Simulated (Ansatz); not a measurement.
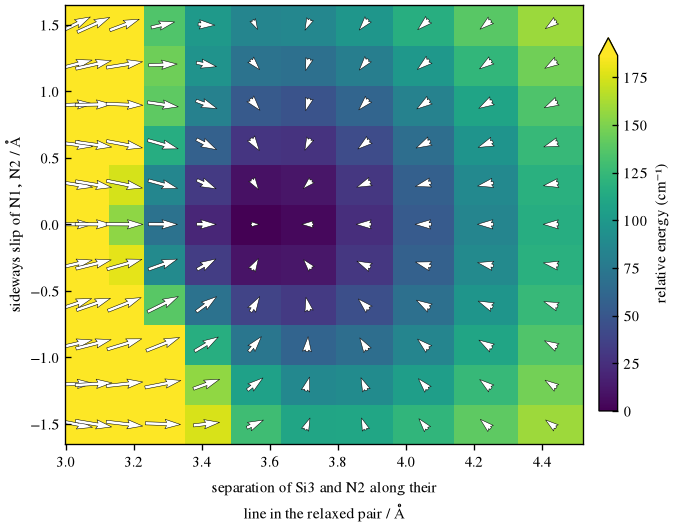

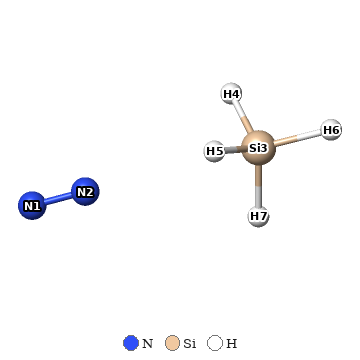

Energy landscape of the pair N₂···H₄Si. 
- First axis: separation of Si3 and N2 along their line in the relaxed pair. Second axis: sideways slip of N1, N2.
- Nothing is relaxed (both partners rigid).
- The scan uses an 11 × 11 grid.
- Points are written as (first, second).
- Energies: cm⁻¹, counted from the lowest grid point.
- These are results of Ansatz, RKS PBE0-D4/def2-TZVPD, not measurements.

In the figure: one coloured cell a grid point, arrows along the force (downhill), their lengths compressed, one colour for all values above the top of the scale. The second picture is the structure at the lowest point.

Summarise what can be read from the map.

The lowest grid point is at (3.557 Å, 0.0 Å). No other kind of well shows on this grid. The highest grid point, (3.026 Å, −1.2 Å), lies 653 cm⁻¹ above the lowest. Round the minimum the two coordinates are nearly uncoupled.

The input of one point:

```yaml
crystal:
  periodic: [false, false, false]
  atoms:
    - { symbol: "N", position_ang: [0.213098, -0.123316, -3.454083] }
    - { symbol: "N", position_ang: [0.153971, -0.092013, -2.366831] }
    - { symbol: Si, position_ang: [-0.074417, 0.043673, 1.180235] }
    - { symbol: H, position_ang: [0.757086, -1.122222, 0.789179] }
    - { symbol: H, position_ang: [0.55184, 1.292665, 0.678775] }
    - { symbol: H, position_ang: [-0.173045, 0.103071, 2.661277] }
    - { symbol: H, position_ang: [-1.434385, -0.098282, 0.602322] }
basis:
  gaussian: { orbitals: def2-TZVPD }
hamiltonian:
  xc: pbe0
  dispersion: d4
output:
  forces: true
```

The whole map (121 points run) took 9.8 min on 1 thread of Arm Neoverse V2 (shared host).
